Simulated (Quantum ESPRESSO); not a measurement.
**Fe5Ni3 with and without spin polarisation**

Does Fe5Ni3 keep a moment from a parallel start?

Method: PBE; plane waves with GBRV 1.5 PBE potentials, no spin-orbit coupling, in Quantum ESPRESSO 7.5.

### 1. The starting structure

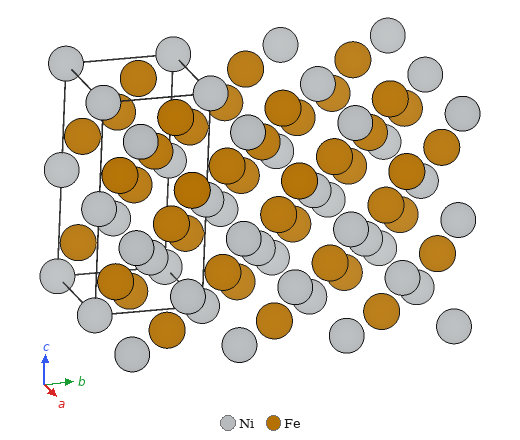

Start, viewed slightly off an axis; nickel light grey, iron orange. 2×3×1 cells are drawn. Some periodic images of atoms are drawn too.

The cell was typed by rule, not taken from a database of measured structures.

### 2. Run 1, typed as ferro ++++++++

The signs are those of the starting moments on the seeded atoms, the atoms that are given a moment.

File pw.in:

```
&CONTROL
  calculation = 'scf'
  prefix = 'pwscf'
  outdir = './tmp'
  pseudo_dir = './pseudo'
  disk_io = 'nowf'
/
&SYSTEM
  ibrav = 0
  celldm(1) = 8
  nat = 8
  ntyp = 2
  ecutwfc = 40
  ecutrho = 280
  nbnd = 89
  occupations = 'smearing'
  smearing = 'fd'
  degauss = 0.00367493
  nspin = 2
  starting_magnetization(1) = 0.0389
  starting_magnetization(2) = 0.1562
/
&ELECTRONS
  conv_thr = 1.6d-08
  electron_maxstep = 150
  mixing_beta = 0.3
/
ATOMIC_SPECIES
Ni     58.6934 ni_pbe_v1.4.uspp.F.UPF
Fe     55.8450 fe_pbe_v1.5.uspp.F.UPF
CELL_PARAMETERS alat
   0.8436446067626    0.0000000000000    0.0000000000000
   0.0000000000000    0.8436446067626    0.0000000000000
   0.0000000000000    0.0000000000000    1.6872892135252
ATOMIC_POSITIONS crystal
Ni      0.0000000000    0.0000000000    0.0000000000
Fe      0.5000000000    0.5000000000    0.0000000000
Fe      0.5000000000    0.0000000000    0.2500000000
Ni      0.0000000000    0.5000000000    0.2500000000
Ni      0.0000000000    0.0000000000    0.5000000000
Fe      0.5000000000    0.5000000000    0.5000000000
Fe      0.5000000000    0.0000000000    0.7500000000
Fe      0.0000000000    0.5000000000    0.7500000000
K_POINTS automatic
9 9 5 0 0 0
```

Run with:

```sh
$ OMP_NUM_THREADS=1 mpirun -n 4 pw.x -nk 4 -in pw.in > pw.out
```

The program printed:

```text
Program PWSCF v.7.5 starts

     Message from routine setup:
     using ibrav=0 with symmetry is DISCOURAGED, use correct ibrav instead

     K-points division:     npool     =       4
     Subspace diagonalization in iterative solution of the eigenvalue problem:

     G-vector sticks info
     --------------------
     sticks:   dense  smooth     PW     G-vecs:    dense   smooth      PW
     Sum        1005     577    177                48571    20959    3493

     Using Slab Decomposition

     bravais-lattice index     =            0
     lattice parameter (alat)  =       8.0000  a.u.
     unit-cell volume          =     614.8633 (a.u.)^3
     number of atoms/cell      =            8
     number of atomic types    =            2
     number of electrons       =       134.00
     number of Kohn-Sham states=           89
     kinetic-energy cutoff     =      40.0000  Ry
     charge density cutoff     =     280.0000  Ry
     scf convergence threshold =      1.6E-08
     mixing beta               =       0.3000
     number of iterations used =            8  plain     mixing
     Exchange-correlation=  SLA  PW   PBX  PBC
                           (   1   4   3   4   0   0   0)

     celldm(1)=   8.000000  celldm(2)=   0.000000  celldm(3)=   0.000000
     celldm(4)=   0.000000  celldm(5)=   0.000000  celldm(6)=   0.000000

     crystal axes: (cart. coord. in units of alat)
               a(1) = (   0.843645   0.000000   0.000000 )
               a(2) = (   0.000000   0.843645   0.000000 )
               a(3) = (   0.000000   0.000000   1.687289 )

     reciprocal axes: (cart. coord. in units 2 pi/alat)
               b(1) = (  1.185333  0.000000  0.000000 )
               b(2) = (  0.000000  1.185333  0.000000 )
               b(3) = (  0.000000  0.000000  0.592667 )

     PseudoPot. # 1 for Ni read from file:
     ni_pbe_v1.4.uspp.F.UPF
     Pseudo is Ultrasoft + core correction, Zval = 18.0
     Generated by new atomic code, or converted to UPF format
     Using radial grid of  865 points,  6 beta functions with:
                l(1) =   0
                l(2) =   0
                l(3) =   1
                l(4) =   1
                l(5) =   2
                l(6) =   2
     Q(r) pseudized with 10 coefficients,  rinner =    0.980   0.980   0.980
                                                       0.980   0.980

     PseudoPot. # 2 for Fe read from file:
     fe_pbe_v1.5.uspp.F.UPF
     Pseudo is Ultrasoft + core correction, Zval = 16.0
     Generated by new atomic code, or converted to UPF format
     Using radial grid of  861 points,  6 beta functions with:
                l(1) =   0
                l(2) =   0
                l(3) =   1
                l(4) =   1
                l(5) =   2
                l(6) =   2
     Q(r) pseudized with  8 coefficients,  rinner =    1.000   1.000   1.000
                                                       1.000   1.000

     atomic species   valence    mass     pseudopotential
     Ni               18.00    58.69340     Ni( 1.00)
     Fe               16.00    55.84500     Fe( 1.00)

     Starting magnetic structure
     atomic species   magnetization
     Ni              0.039
     Fe              0.156

      8 Sym. Ops., with inversion, found ( 4 have fractional translation)

   Cartesian axes

     site n.     atom                  positions (alat units)
         1        Ni     tau(   1) = (   0.0000000   0.0000000   0.0000000  )
         2        Fe     tau(   2) = (   0.4218223   0.4218223   0.0000000  )
         3        Fe     tau(   3) = (   0.4218223   0.0000000   0.4218223  )
         4        Ni     tau(   4) = (   0.0000000   0.4218223   0.4218223  )
         5        Ni     tau(   5) = (   0.0000000   0.0000000   0.8436446  )
         6        Fe     tau(   6) = (   0.4218223   0.4218223   0.8436446  )
         7        Fe     tau(   7) = (   0.4218223   0.0000000   1.2654669  )
         8        Fe     tau(   8) = (   0.0000000   0.4218223   1.2654669  )

     number of k points=    75  Fermi-Dirac smearing, width (Ry)=  0.0037
                       cart. coord. in units 2pi/alat
        k(    1) = (   0.0000000   0.0000000   0.0000000), wk =   0.0024691
        k(    2) = (   0.0000000   0.0000000   0.1185333), wk =   0.0049383
        k(    3) = (   0.0000000   0.0000000   0.2370666), wk =   0.0049383
        k(    4) = (   0.0000000   0.1317037   0.0000000), wk =   0.0049383
        k(    5) = (   0.0000000   0.1317037   0.1185333), wk =   0.0098765
        [... 70 further k-points ...]

     Dense  grid:    48571 G-vectors     FFT dimensions: (  36,  36,  72)

     Smooth grid:    20959 G-vectors     FFT dimensions: (  27,  27,  60)

     Check: negative core charge=   -0.000053
     Generating pointlists ...
     new r_m :   0.2461 (alat units)  1.9686 (a.u.) for type    1
     new r_m :   0.2461 (alat units)  1.9686 (a.u.) for type    2

     Initial potential from superposition of free atoms

     starting charge     123.0000, renormalised to     134.0000
     Starting wfcs are  104 randomized atomic wfcs

     Self-consistent Calculation

     iteration #  1     ecut=    40.00 Ry     beta= 0.30
     Davidson diagonalization with overlap
     ethr =  1.00E-02,  avg # of iterations =  3.0

     total energy              =   -2243.71203030 Ry
     estimated scf accuracy    <     130.51867985 Ry

     total magnetization       =     4.32 Bohr mag/cell
     absolute magnetization    =     4.76 Bohr mag/cell

     iteration #  2     ecut=    40.00 Ry     beta= 0.30
     Davidson diagonalization with overlap
     ethr =  1.00E-02,  avg # of iterations =  3.0

     total energy              =   -2271.28663925 Ry
     estimated scf accuracy    <     127.07549970 Ry

     total magnetization       =     1.51 Bohr mag/cell
     absolute magnetization    =     1.91 Bohr mag/cell

     iteration #  3     ecut=    40.00 Ry     beta= 0.30
     Davidson diagonalization with overlap
     ethr =  1.00E-02,  avg # of iterations =  3.2

     total energy              =   -2274.78365789 Ry
     estimated scf accuracy    <     141.43293987 Ry

     total magnetization       =     0.48 Bohr mag/cell
     absolute magnetization    =     0.93 Bohr mag/cell

     [... further iterations left out ...]

     iteration # 29     ecut=    40.00 Ry     beta= 0.30
     Davidson diagonalization with overlap
     ethr =  2.81E-10,  avg # of iterations =  1.1

     total energy              =   -2281.57609511 Ry
     estimated scf accuracy    <       0.00000007 Ry

     total magnetization       =    14.93 Bohr mag/cell
     absolute magnetization    =    16.10 Bohr mag/cell

     iteration # 30     ecut=    40.00 Ry     beta= 0.30
     Davidson diagonalization with overlap
     ethr =  5.00E-11,  avg # of iterations =  1.9

     total energy              =   -2281.57609512 Ry
     estimated scf accuracy    <       0.00000010 Ry

     total magnetization       =    14.93 Bohr mag/cell
     absolute magnetization    =    16.10 Bohr mag/cell

     iteration # 31     ecut=    40.00 Ry     beta= 0.30
     Davidson diagonalization with overlap
     ethr =  5.00E-11,  avg # of iterations =  1.2

     total energy              =   -2281.57609512 Ry
     estimated scf accuracy    <       0.00000002 Ry

     total magnetization       =    14.93 Bohr mag/cell
     absolute magnetization    =    16.10 Bohr mag/cell

     iteration # 32     ecut=    40.00 Ry     beta= 0.30
     Davidson diagonalization with overlap
     ethr =  1.30E-11,  avg # of iterations =  1.0

     Magnetic moment per site  (integrated on atomic sphere of radius R)
     atom   1 (R=0.246)  charge= 16.8222  magn=  0.6933
     atom   2 (R=0.246)  charge= 14.5080  magn=  2.6610
     atom   3 (R=0.246)  charge= 14.4921  magn=  2.6918
     atom   4 (R=0.246)  charge= 16.8038  magn=  0.7344
     atom   5 (R=0.246)  charge= 16.8222  magn=  0.6933
     atom   6 (R=0.246)  charge= 14.5080  magn=  2.6610
     atom   7 (R=0.246)  charge= 14.5301  magn=  2.5985
     atom   8 (R=0.246)  charge= 14.5360  magn=  2.5587

     End of self-consistent calculation

     Number of k-points >= 100: set verbosity='high' to print the bands.

     the Fermi energy is    17.8573 ev

!    total energy              =   -2281.57609512 Ry
     estimated scf accuracy    <          8.7E-09 Ry
     smearing contrib. (-TS)   =      -0.00436521 Ry
     internal energy E=F+TS    =   -2281.57172991 Ry

     The total energy is F=E-TS. E is the sum of the following terms:
     one-electron contribution =   -1166.47321298 Ry
     hartree contribution      =     664.63508567 Ry
     xc contribution           =    -252.92467103 Ry
     ewald contribution        =   -1526.80893157 Ry

     total magnetization       =    14.93 Bohr mag/cell
     absolute magnetization    =    16.10 Bohr mag/cell

     convergence has been achieved in  32 iterations

=------------------------------------------------------------------------------=
   JOB DONE.
=------------------------------------------------------------------------------=
```

Elapsed: 7.5 min, on 4 MPI ranks of Intel Xeon at 2.70GHz, shared host; peak memory 1 GiB; 30 min of CPU time.

Spin moment in the atom's sphere by atom:

```
atom  spin moment in the atom's sphere (μB)
 Ni1                                   0.69
 Fe2                                   2.66
 Fe3                                   2.69
 Ni4                                   0.73
 Ni5                                   0.69
 Fe6                                   2.66
 Fe7                                   2.60
 Fe8                                   2.56
```

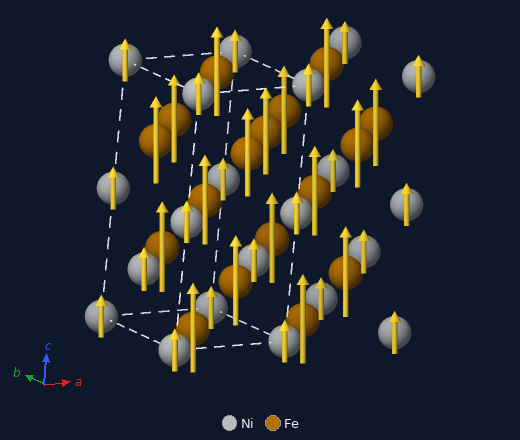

Spin moment in the atom's sphere as arrows, the longest 2.69 μB. Up and down stand for the sign. Arrows give size and sign along the axis of quantisation, drawn up and down the page. Each arrow also spans its atom, so small moments look longer than they are. 2×1×1 cells are drawn. Some periodic images of atoms are drawn too.

Numbers from this step:

| Property | Result |
| --- | --- |
| smearing term TS | 0.05939 eV |
| magnetization | 14.93 μB |
| absolute magnetization | 16.10 μB |
| final state | ferromagnetic |

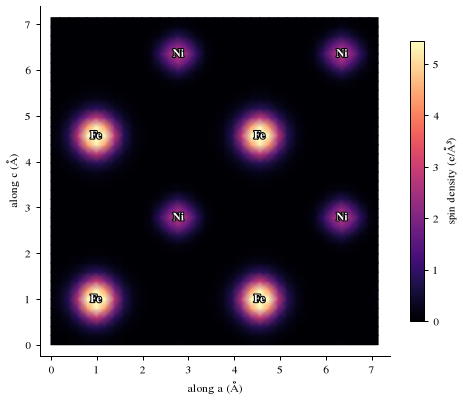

Spin density in the ac plane at fractional y = 0.000, with atoms of Ni and Fe within 0.2 Å of it. The map starts off the cell's origin, so that atoms lie inside it.

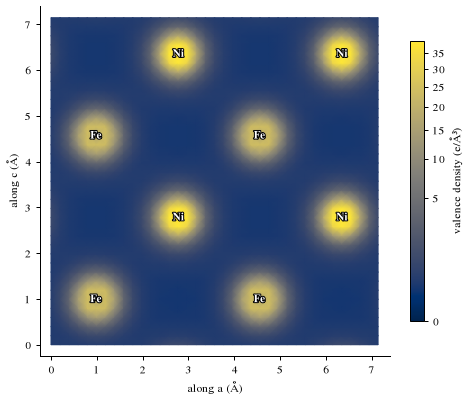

Valence density in the ac plane at fractional y = 0.000, with atoms of Ni and Fe within 0.2 Å of it. It is the smooth field of the valence electrons, not physical close to the nuclei. The map starts off the cell's origin, so that atoms lie inside it. The colour scale is stretched toward low values.

### 3. Run 2 (no spin polarisation)

pw.in: that of step 2 with these lines changed.

```diff
@@ -14,3 +14,3 @@
   ecutrho = 280
-  nbnd = 89
+  nbnd = 82
   occupations = 'smearing'
@@ -18,5 +18,2 @@
   degauss = 0.00367493
-  nspin = 2
-  starting_magnetization(1) = 0.0389
-  starting_magnetization(2) = 0.1562
 /
```

The program printed:

```text
[banner, memory and clock lines left out]
Program PWSCF v.7.5 starts

     Message from routine setup:
     using ibrav=0 with symmetry is DISCOURAGED, use correct ibrav instead

     bravais-lattice index     =            0
     lattice parameter (alat)  =       8.0000  a.u.
     unit-cell volume          =     614.8633 (a.u.)^3
     number of atoms/cell      =            8
     number of atomic types    =            2
     number of electrons       =       134.00
     number of Kohn-Sham states=           82
     kinetic-energy cutoff     =      40.0000  Ry
     charge density cutoff     =     280.0000  Ry
     scf convergence threshold =      1.6E-08
     mixing beta               =       0.3000
     number of iterations used =            8  plain     mixing
     Exchange-correlation=  SLA  PW   PBX  PBC
                           (   1   4   3   4   0   0   0)

     celldm(1)=   8.000000  celldm(2)=   0.000000  celldm(3)=   0.000000
     celldm(4)=   0.000000  celldm(5)=   0.000000  celldm(6)=   0.000000

     crystal axes: (cart. coord. in units of alat)
               a(1) = (   0.843645   0.000000   0.000000 )
               a(2) = (   0.000000   0.843645   0.000000 )
               a(3) = (   0.000000   0.000000   1.687289 )

     reciprocal axes: (cart. coord. in units 2 pi/alat)
               b(1) = (  1.185333  0.000000  0.000000 )
               b(2) = (  0.000000  1.185333  0.000000 )
               b(3) = (  0.000000  0.000000  0.592667 )

     PseudoPot. # 1 for Ni read from file:
     ni_pbe_v1.4.uspp.F.UPF
     Pseudo is Ultrasoft + core correction, Zval = 18.0

     PseudoPot. # 2 for Fe read from file:
     fe_pbe_v1.5.uspp.F.UPF
     Pseudo is Ultrasoft + core correction, Zval = 16.0

     atomic species   valence    mass     pseudopotential
     Ni               18.00    58.69340     Ni( 1.00)
     Fe               16.00    55.84500     Fe( 1.00)

      8 Sym. Ops., with inversion, found ( 4 have fractional translation)

   Cartesian axes

     site n.     atom                  positions (alat units)
         1        Ni     tau(   1) = (   0.0000000   0.0000000   0.0000000  )
         2        Fe     tau(   2) = (   0.4218223   0.4218223   0.0000000  )
         3        Fe     tau(   3) = (   0.4218223   0.0000000   0.4218223  )
         4        Ni     tau(   4) = (   0.0000000   0.4218223   0.4218223  )
         5        Ni     tau(   5) = (   0.0000000   0.0000000   0.8436446  )
         6        Fe     tau(   6) = (   0.4218223   0.4218223   0.8436446  )
         7        Fe     tau(   7) = (   0.4218223   0.0000000   1.2654669  )
         8        Fe     tau(   8) = (   0.0000000   0.4218223   1.2654669  )

     number of k points=    75  Fermi-Dirac smearing, width (Ry)=  0.0037
                       cart. coord. in units 2pi/alat
        k(    1) = (   0.0000000   0.0000000   0.0000000), wk =   0.0049383
        k(    2) = (   0.0000000   0.0000000   0.1185333), wk =   0.0098765
        k(    3) = (   0.0000000   0.0000000   0.2370666), wk =   0.0098765
        k(    4) = (   0.0000000   0.1317037   0.0000000), wk =   0.0098765
        k(    5) = (   0.0000000   0.1317037   0.1185333), wk =   0.0197531
        [... 70 further k-points ...]

     Dense  grid:    48571 G-vectors     FFT dimensions: (  36,  36,  72)

     Smooth grid:    20959 G-vectors     FFT dimensions: (  27,  27,  60)

     Check: negative core charge=   -0.000053

     Initial potential from superposition of free atoms

     starting charge     123.0000, renormalised to     134.0000
     Starting wfcs are  104 randomized atomic wfcs

     Self-consistent Calculation

     iteration #  1     ecut=    40.00 Ry     beta= 0.30
     Davidson diagonalization with overlap
     ethr =  1.00E-02,  avg # of iterations =  3.0

     total energy              =   -2242.63298799 Ry
     estimated scf accuracy    <     132.69062447 Ry

     iteration #  2     ecut=    40.00 Ry     beta= 0.30
     Davidson diagonalization with overlap
     ethr =  1.00E-02,  avg # of iterations =  3.2

     total energy              =   -2270.92190188 Ry
     estimated scf accuracy    <     135.64834359 Ry

     [... further iterations left out ...]

     iteration # 23     ecut=    40.00 Ry     beta= 0.30
     Davidson diagonalization with overlap
     ethr =  5.46E-10,  avg # of iterations =  1.3

     total energy              =   -2281.40795441 Ry
     estimated scf accuracy    <       0.00000025 Ry

     iteration # 24     ecut=    40.00 Ry     beta= 0.30
     Davidson diagonalization with overlap
     ethr =  1.88E-10,  avg # of iterations =  1.0

     End of self-consistent calculation

     [... lines left out ...]
     the Fermi energy is    17.6814 ev

!    total energy              =   -2281.40795443 Ry
     estimated scf accuracy    <       0.00000001 Ry
     smearing contrib. (-TS)   =      -0.01083407 Ry
     internal energy E=F+TS    =   -2281.39712036 Ry

     The total energy is F=E-TS. E is the sum of the following terms:
     one-electron contribution =   -1165.34146096 Ry
     hartree contribution      =     662.60863382 Ry
     xc contribution           =    -251.85536165 Ry
     ewald contribution        =   -1526.80893157 Ry

     convergence has been achieved in  24 iterations
```

Elapsed: 2.6 min, on 4 MPI ranks; peak memory 0.7 GiB.

This step gave:

| Quantity | Value |
| --- | --- |
| smearing term TS | 0.1474 eV |
| final state | non-magnetic (no spin polarisation) |

### 4. Ranking

An order is kept where moments of 0.15 μB or more survive with the typed signs; meshes match where a doubled cell samples the same k points as the first cell.

Orders:

```
               start    final state  typed order kept  energy over the lowest (meV a seeded atom)  largest site moment (μB)  net moment (μB a cell of the first run)  mesh matched  CPU time (s)
      ferro ++++++++  ferromagnetic               yes                                           0                     2.692                                    14.93           yes          1796
no spin polarisation   non-magnetic                 -                                         286                         0                                        0           yes         622.1
```

### 5. What came out

- state found: ferromagnetic (from ferro ++++++++)
- largest site moment: 2.69 μB
- state without moments: 286 meV a seeded atom higher

**Reading.** No opposed start was run, so this says nothing of the order that the crystal takes. The cell was built by rule and the atoms were not relaxed, which can move these energies.

[Logs and program files are shortened in this print: banners, set-up blocks, solver, clock and traceback lines can be left out without a mark of their own.]

[Logs are printed without paths, hosts, clocks, repeated set-up lines and the standing remarks that a program may print on its own settings, such as how far it seeks lower states.]

[Hosts, paths, dates, database ids (printed as entryN), source tags and the programs' standing remarks are cut or masked in the printed files.]

[Where a cell is said to come from a database of computed structures, the database is the Materials Project.]
